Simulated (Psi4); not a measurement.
**HO (SMILES [OH]) at UB2PLYP/def2-TZVP (density fitting, density fitting for correlation, sweep point 5)**

What is the vertical electron affinity of HO at UB2PLYP/def2-TZVP (density fitting, density fitting for correlation, sweep point 5)? 

The calculation is run with Psi4 1.11.

## 1. The structure to begin with

HO has 2 atoms, charge 0, and is taken as a doublet. As SMILES, `[OH]`. The shape is that of a GFN2-xTB optimisation.

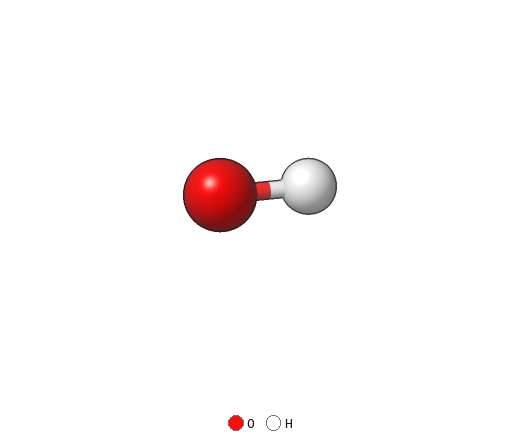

Viewed from a chosen angle; oxygen red, hydrogen white.

## 2. The energy at UB2PLYP/def2-TZVP (density fitting, density fitting for correlation, sweep point 5)

File job.in:

```
memory 1600 mb

molecule {
  0 2
  O      0.411770    -0.131830     0.212430
  H     -0.411770     0.131830    -0.212430
  symmetry c1
}

set globals {
  reference            uks
  puream               true
  scf_type             df
  num_frozen_docc      1
  dft_radial_points    75
  dft_spherical_points 302
  maxiter              150
}

energy("b2plyp/def2-TZVP")
```

Started as:

```
psi4 -n 1 job.in job.out
```

job.out:

```text
Psi4 1.11 release

   => Loading Basis Set <=

    Name: DEF2-TZVP
    Role: ORBITAL
    Keyword: BASIS

         ---------------------------------------------------------
                                   SCF
                              UKS Reference
                        1 Threads,   1525 MiB Core
         ---------------------------------------------------------

  ==> Geometry <==

    Molecular point group: c1
    Full point group: C_inf_v

    Geometry (in Angstrom), charge = 0, multiplicity = 2:

       Center              X                  Y                   Z               Mass
    ------------   -----------------  -----------------  -----------------  -----------------
         O           -0.000000000000     0.000000000000     0.057107947360    15.994914619570
         H            0.000000000000    -0.000000000000    -0.906344566675     1.007825032230

[... 144 lines left out ...]
   @DF-UKS iter   1:   -75.62177802149149   -5.18924e-01   7.83000e-03 DIIS/ADIIS
[... 4 lines left out ...]
   @DF-UKS iter   6:   -75.65393909649359   -3.12057e-06   1.14972e-05 DIIS
[... 12 lines left out ...]
   @S^2 Expected:                7.500000000E-01
[... 40 lines left out ...]
  @DF-UKS Final Energy:   -75.65393942722739
[... 7 lines left out ...]
    Empirical Dispersion Energy =           0.0000000000000000
[... 27 lines left out ...]
 Dipole Z            :          0.1398734           -0.8493960           -0.7095226
[... 34 lines left out ...]
	 Correlation Energy        =      -0.2306057075827781 [Eh]
[... 9 lines left out ...]
	 SCS Total Energy          =     -75.8834859889407909 [Eh]
[... 2 lines left out ...]
    B2PLYP Energy Summary
    ---------------------
    DFT Reference Energy                  =   -75.6539394272273853
    Scaled MP2 Correlation                =    -0.0622635410473501
    @Final double-hybrid DFT total energy =   -75.7162029682747288

	total time  =          0 seconds =       0.00 minutes

    Psi4 run time: 0:00:00.87
```

Wall time 1.5 s (1 thread of AMD EPYC 9R45 (Zen 5), shared host); peak memory 0.24 GiB.

## 3. The singlet anion

File job.in:

```
memory 1600 MB

molecule mol {
  -1 1
  O      0.411770    -0.131830     0.212430
  H     -0.411770     0.131830    -0.212430
  symmetry c1
}

set globals {
  puream true
  scf_type df
  num_frozen_docc 1
  dft_radial_points 75
  dft_spherical_points 302
}

energy("b2plyp/def2-TZVP")
```

Started as:

```
psi4 -n 1 job.in job.out
```

job.out:

```text
Psi4 1.11 release

   => Loading Basis Set <=

    Name: DEF2-TZVP
    Role: ORBITAL
    Keyword: BASIS

         ---------------------------------------------------------
                                   SCF
                              RKS Reference
                        1 Threads,   1525 MiB Core
         ---------------------------------------------------------

  ==> Geometry <==

    Molecular point group: c1
    Full point group: C_inf_v

    Geometry (in Angstrom), charge = -1, multiplicity = 1:

       Center              X                  Y                   Z               Mass
    ------------   -----------------  -----------------  -----------------  -----------------
         O           -0.000000000000     0.000000000000     0.057107947360    15.994914619570
         H            0.000000000000    -0.000000000000    -0.906344566675     1.007825032230

[... 143 lines left out ...]
   @DF-RKS iter SAD:   -75.10285386236998   -7.51029e+01   0.00000e+00
[... 4 lines left out ...]
   @DF-RKS iter   5:   -75.67033230648687   -2.55086e-05   2.07444e-05 DIIS
[... 31 lines left out ...]
  @DF-RKS Final Energy:   -75.67033261907589
[... 7 lines left out ...]
    Empirical Dispersion Energy =           0.0000000000000000
[... 18 lines left out ...]
 Dipole Z            :          0.3270700           -0.8493960           -0.5223260
[... 43 lines left out ...]
	 Correlation Energy        =      -0.3160051997785172 [Eh]
[... 9 lines left out ...]
	 SCS Total Energy          =     -75.9793121611610189 [Eh]
[... 2 lines left out ...]
    B2PLYP Energy Summary
    ---------------------
    DFT Reference Energy                  =   -75.6703326190758929
    Scaled MP2 Correlation                =    -0.0853214039401996
    @Final double-hybrid DFT total energy =   -75.7556540230160920

	total time  =          0 seconds =       0.00 minutes

    Psi4 run time: 0:00:00.65
```

It took 1.3 s on 1 thread of AMD EPYC 9R45 (Zen 5), shared host; peak memory 0.24 GiB.

## 4. Summary of results

At UB2PLYP/def2-TZVP (density fitting, density fitting for correlation, sweep point 5), 1 core orbital frozen:

| quantity | value |
| --- | --- |
| doublet HO: total energy | -75.71620 Eh |
| doublet HO: HOMO energy (SCF part's orbitals) (highest over α and β) | -10.99 eV |
| doublet HO: LUMO energy (SCF part's orbitals) (lowest over α and β) | -1.65 eV |
| doublet HO: ⟨S²⟩ | 0.754 |
| singlet anion: total energy | -75.75565 Eh |
| singlet anion: HOMO energy (SCF part's orbitals) | 0.53 eV |
| singlet anion: LUMO energy (SCF part's orbitals) | 9.21 eV |
| singlet anion: HOMO–LUMO gap (SCF part's orbitals) | 8.67 eV |
| vertical electron affinity (to the singlet anion) | 1.074 eV |

**Reading.** At fixed nuclei the extra electron is bound by 1.07 eV (104 kJ/mol). The basis has no diffuse functions, so the error can pass this value. The HOMO of this anion lies above zero, so its frontier levels hang on the basis. The HOMO (singlet anion) lies at positive energy, 0.53 eV: either the electron is unbound or self-interaction and a compact basis push the level up; values depend on the basis.
